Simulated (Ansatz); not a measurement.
Partial pair distribution functions of a relaxed model of amorphous Si$_{24}$O$_{46}$F$_{4}$, broadened by 0.06 Å; density 2.19 g/cm³. These are PBE, scalar-relativistic without spin-orbit coupling (plane waves to 420 eV, PAW; Ansatz, an electronic-structure program) values and carry that method's errors.

Preparation: random packing, a CHGNet melt and quench, and a DFT relaxation. O and F atoms were pushed apart under 1.9 Å during the dynamics, to hinder bonds among them. It is the lowest in DFT energy of 2 quenches. It is a model cell: composition and starting density were chosen by hand, and all elements were melted together. No dispersion term was used. Its density started from a set value of 2.19 and ended at 2.19 g/cm³. Cooling (nominally 88 K/ps over its main leg) ran many orders faster than in experiment, which tends to leave more defects and strain. A cell of this size samples the disorder only roughly. The volume was held where the preparation left it, at a PBE pressure of -2.0 GPa (tension). Stress components on the final sampling reach 3.5 GPa.

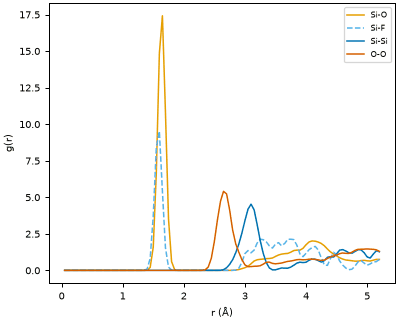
*Partial pair distribution functions*

Highest peaks under 4.5 Å: Si-O near 1.65 Å, Si-F near 1.60 Å, Si-Si near 3.10 Å, O-O near 2.65 Å; pairs of few atoms are noisy.

Within 1.90 Å each Si has 3.83 O neighbours on average.
